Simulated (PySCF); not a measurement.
Molecule: C3H5F3, SMILES CCC(F)(F)F. Atoms near the plane z = 1.0 Å, at the GFN2-xTB optimised geometry (x, y, z in Å): C1 (1.5, -0.5, 0.0), C2 (0.0, -0.5, 0.0), C3 (-0.6, 0.9, 0.0), F4 (-1.9, 0.9, 0.0), F6 (-0.2, 1.6, 1.1), H7 (1.9, -1.6, 0.0), H8 (1.9, 0.0, 0.9), H10 (-0.4, -1.0, 0.9).

Calculation: PBE0/def2-TZVP in PySCF. Cells within 0.4 Å of a nucleus heavier than hydrogen are left out (blank, or x). The values are rescaled to run from 0 to 1.

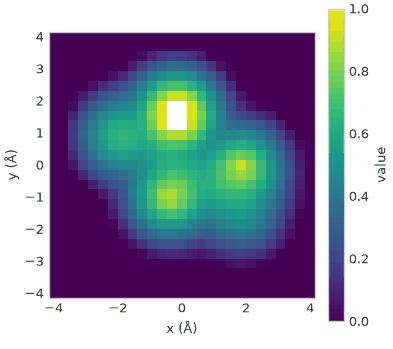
*a field on the plane z = 1.0 Å.*

Which quantity is mapped?
(A) electrostatic potential
(B) Laplacian of the electron density
(C) deformation density (molecule minus spherical neutral atoms)
(D) log10 of the electron density

D, log10 of the electron density. In full: log10 of the electron density (e/bohr³), floored at −4.
